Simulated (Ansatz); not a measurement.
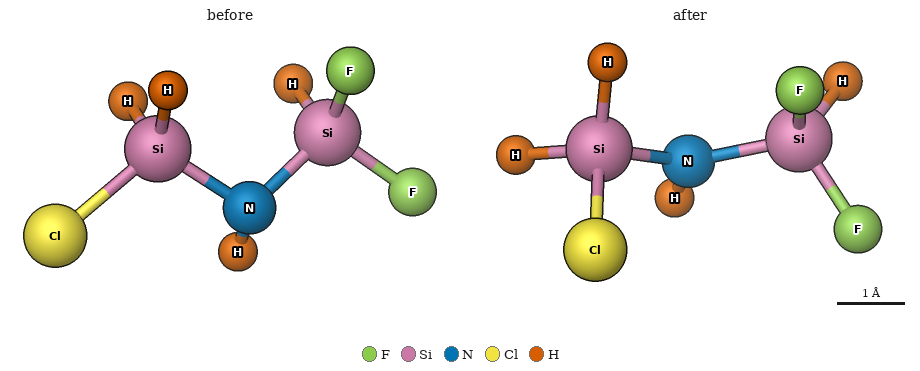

The structure of Si$_{2}$NH$_{4}$ClF$_{2}$ (coarse preliminary run) before (left) and after (right) a relaxation, at one scale.

The picture is a ball-and-stick view, seen at a tilt.

The start comes from a force field.

Computed with RKS PBE-D4/def2-SVP in Ansatz.

The input:
```yaml
crystal:
  periodic: [false, false, false]
  atoms:
    - {symbol: F, position_ang: [0.082300, -2.797600, 0.085600]}
    - {symbol: Si, position_ang: [0.597600, -1.269600, 0.165300]}
    - {symbol: F, position_ang: [1.286700, -0.998500, 1.514900]}
    - {symbol: N, position_ang: [-0.833500, -0.315800, 0.106900]}
    - {symbol: Si, position_ang: [-0.317600, 1.265800, 0.033700]}
    - {symbol: Cl, position_ang: [-1.956000, 2.471900, -0.310100]}
    - {symbol: H, position_ang: [1.469800, -0.962200, -1.007300]}
    - {symbol: H, position_ang: [-1.334100, -0.543900, -0.733700]}
    - {symbol: H, position_ang: [0.284000, 1.703700, 1.319100]}
    - {symbol: H, position_ang: [0.546100, 1.506900, -1.111000]}
basis:
  gaussian: {orbitals: def2-SVP}
hamiltonian: {xc: pbe, dispersion: d4}
relax: {f_tol: 0.03, max_steps: 200}
```

Run as
```bash
ansatz run in.yaml --threads 4 --pin off --events-out ev --progress --plain --max-ram 10444MiB
```

Summarise the run.

Answer. Over 23 accepted moves (25 points after the start) the energy falls by 0.920 eV. The largest force component goes from 3.2 to 0.024 eV/Å. The line search rejected the trial steps at points 20, 23 of the run. The forces were under the threshold at step 14, but the run went on from there. The atom that moves furthest after the best rigid fit is Cl6 (1.57 Å). By element the largest moves are Cl 1.57 Å, H 1.40 Å, N 1.15 Å, F 0.80 Å, Si 0.28 Å. Some distances before and after: Si2–Si5 2.699 → 3.113 Å, N4–Si5 1.665 → 1.754 Å, Si2–F3 1.539 → 1.628 Å, Si5–H10 1.454 → 1.497 Å. Bond angles that change, for instance: Si2–N4–Si5 105.7° → 126.9°, Si2–N4–H8 108.5° → 116.8°, F1–Si2–N4 104.9° → 112.0°.
